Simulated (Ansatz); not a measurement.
AlCl$_{2}$H$_{3}$OS

```xyz
8

Al   -0.0070    0.1446    0.2466
O    -0.1036   -0.3551    1.9057
H    -0.4006   -1.2636    2.0938
Cl    1.6537   -0.4853   -0.9339
Cl   -1.8085    0.5379   -0.8237
S     0.7051    2.4437    0.8392
H     1.6822    2.0332    1.6924
H    -0.2062    2.5755    1.8410
```

The calculation used Ansatz, RKS PBE-D4/6-31G*.

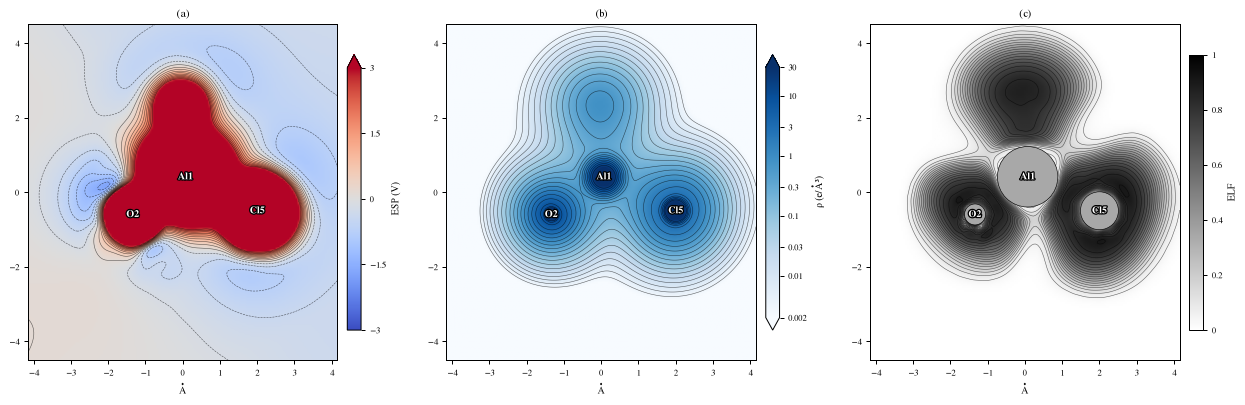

Figure 1. (a) electrostatic potential; (b) electron density; (c) ELF on the plane of atoms O2, Al1 and Cl5. Grey discs cover the atomic cores in the ELF map.

### Interpret the plot.

The plane passes through Al, O and Cl nuclei.
Al–O (1.74 Å): ρ is about 0.78 e/Å³ halfway; the ELF peaks at about 0.85 in the valence shell of O, 0.7 Å from its nucleus, and is about 0.35 at the midpoint.
Al–Cl (2.13 Å): ρ is about 0.69 e/Å³ halfway; the ELF peaks at about 0.90 in the valence shell of Cl, 0.9 Å from its nucleus, and is about 0.80 at the midpoint.
The ELF also peaks beside Cl5, O2 and Cl4, away from the bonds: lone-pair regions.
Outside the dense part of the molecule the potential is most negative (−1.6 V) near O2.

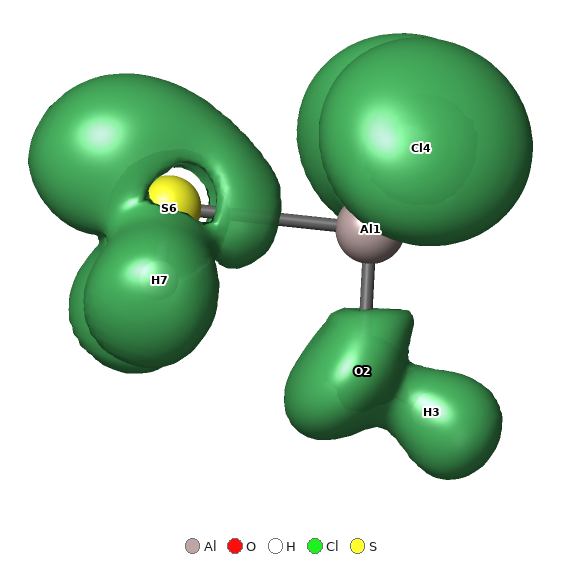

Figure 2. Isosurface of the ELF at 0.75 (green), seen across its widest extent. Only the valence region is drawn (cores and ρ < 0.01 e/Å³ removed).

### Where are the electrons localised?

The ELF exceeds this value in two regions on Cl in which the atom's valence shell and bonds are merged, one joined region spread over several atoms (H, O), in which their bonds and any lone pairs are merged and one joined region spread over several atoms (H, S), in which their bonds and any lone pairs are merged.

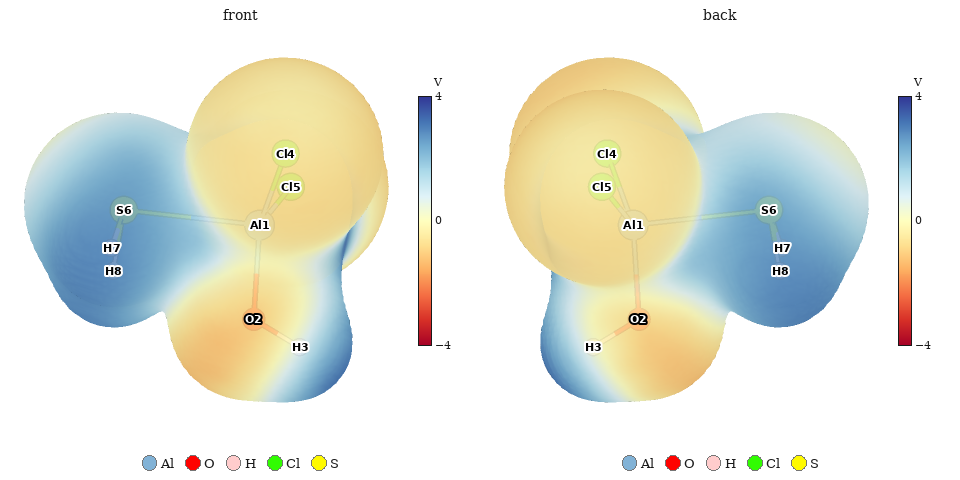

Figure 3. The molecular electrostatic potential painted on the density surface at 0.004 e/bohr³, seen from the front and from behind; the colour scale runs from red (negative) to blue (positive).

### Which sites attract a positive test charge, and which a negative one?

A positive charge is drawn to the negative regions and a negative charge to the positive ones. The most negative region (about −1.2 V) lies over O2, the most positive (about +3.1 V) over Al1 and H3. O2 is the likeliest acceptor of a hydrogen bond.

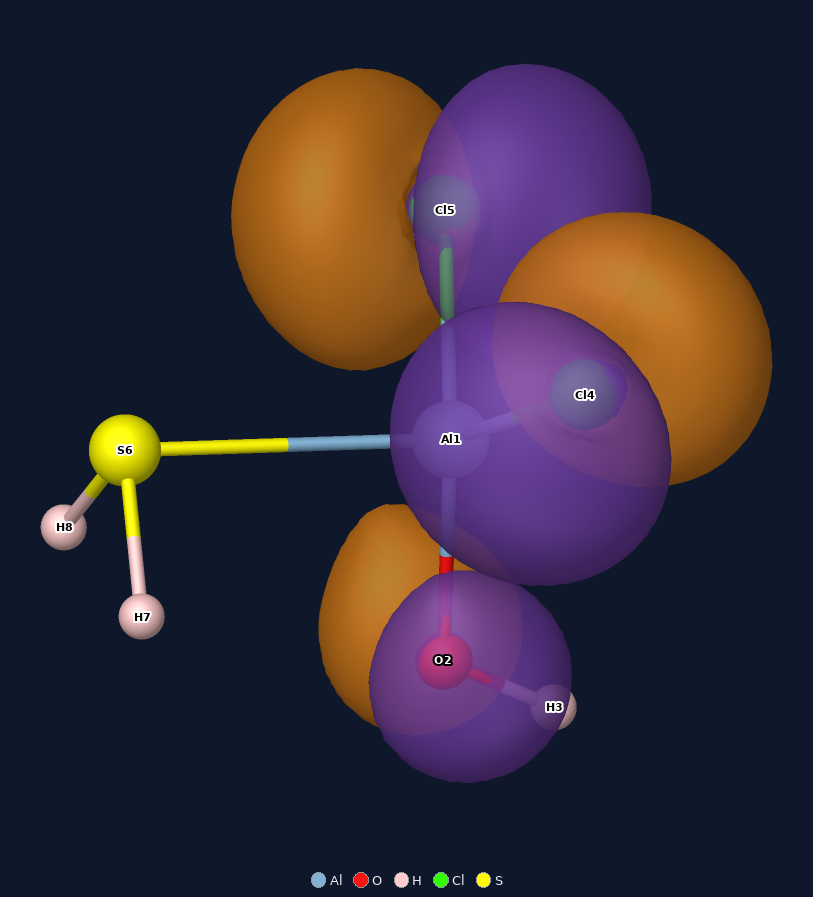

Figure 4. The HOMO−1 at ±0.1 Å⁻³ᐟ² (orange and purple are the two phases), seen at a tilt.

### What is the character of this orbital?

By Hirshfeld shares it lies mainly on Cl4 (about 40 %), Cl5 (about 40 %) and O2 (about 15 %); largely a combination of lone pairs on Cl4, Cl5 and O2. Its energy is −7.31 eV.
